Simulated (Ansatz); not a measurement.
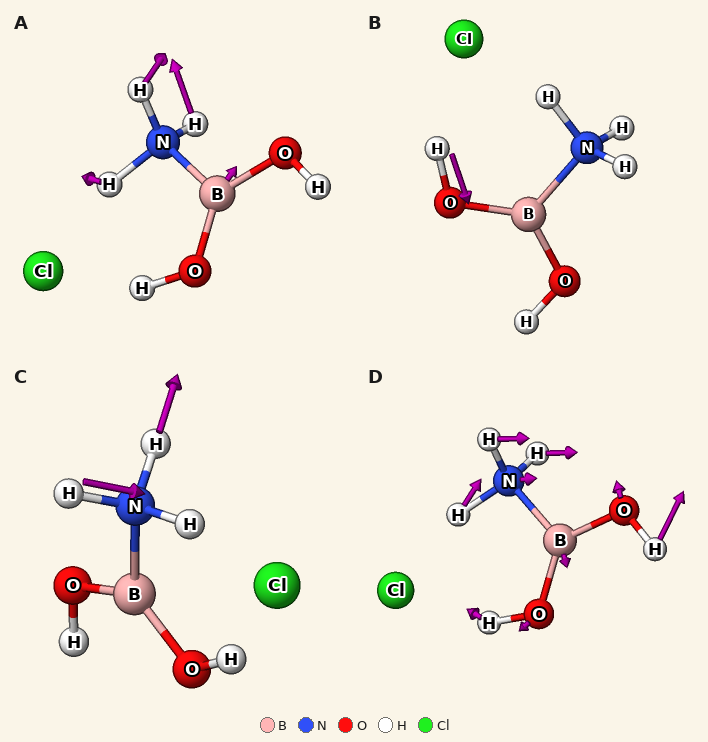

4 normal modes of one molecule or complex, as arrows. Harmonic vibrations computed with RKS PBE0-D4/def2-TZVP (Ansatz 0.2.0) at a stationary point of the same level.

Match the panels to the wavenumbers 405 cm⁻¹, 1554 cm⁻¹, 3119 cm⁻¹, 3575 cm⁻¹.

Answer. A: 1554 cm⁻¹
B: 3119 cm⁻¹, O–H stretching
C: 3575 cm⁻¹, out-of-phase stretching of 2 N–H bonds
D: 405 cm⁻¹, angle bending
